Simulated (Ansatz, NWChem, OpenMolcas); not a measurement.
Strength of the N–H bond: CH3N → CH2N + H

Species: CH3N (methanimine) `C=N`, singlet; CH2N `C=[N]`, doublet; H atom, doublet. 

Shapes, held fixed at every level: PBE0-D4/def2-TZVP. Programs: Ansatz 0.2.0, NWChem 7.3.0, OpenMolcas 26.06. A level may come from different programs for different species; with the same settings they agree closely. The zero-point and thermal change to 298 K, harmonic and unscaled (5/2 RT less the spin-orbit lowering for atoms, PBE0-D4/def2-TZVP), is -32.6 kJ/mol.

**What was measured.** Tabulated heats of formation (Active Thermochemical Tables, tabulated atomic heats): CH3N +88.7 (ATcT); CH2N +238.6 (ATcT); H +218.0 (atomic table) kJ/mol, which give ΔH(298 K) = +367.9 kJ/mol.

| level | kind | ΔH (kJ/mol) | computed − measured |
| --- | --- | --- | --- |
| HF/def2-SVP | Hartree–Fock | +235.6 | -132.2 |
| HF/def2-TZVPP | Hartree–Fock | +236.4 | -131.5 |
| PBE-D4/def2-TZVPP | GGA | +354.6 | -13.3 |
| r2SCAN-D4/def2-TZVPP | meta-GGA | +345.9 | -22.0 |
| B3LYP/6-31G* (Cartesian functions) | global hybrid | +346.9 | -21.0 |
| B3LYP-D4/def2-TZVPP | global hybrid | +357.5 | -10.4 |
| wB97X-V/def2-TZVPP | range-separated hybrid | +360.0 | -7.9 |
| B2PLYP/def2-TZVPP | double hybrid | +360.2 | -7.7 |

Nearest: B2PLYP/def2-TZVPP (-7.7); farthest: HF/def2-SVP (-132.2). 2 of 8 levels lie within 10 kJ/mol. Electron pairs are made or broken, so correlation matters. Spin contamination: CH2N (⟨S²⟩ up to 0.93). Open shells run unrestricted unless RO is named.

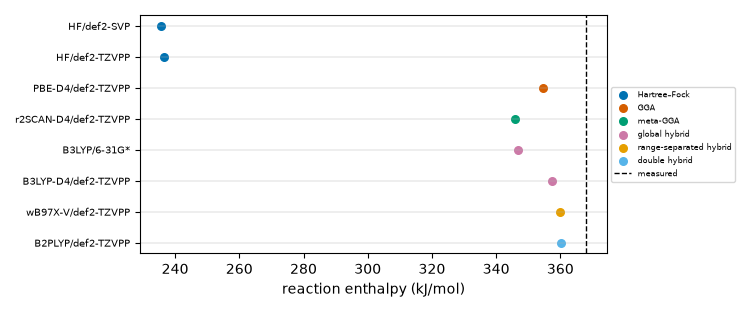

The values of the table, level by level.
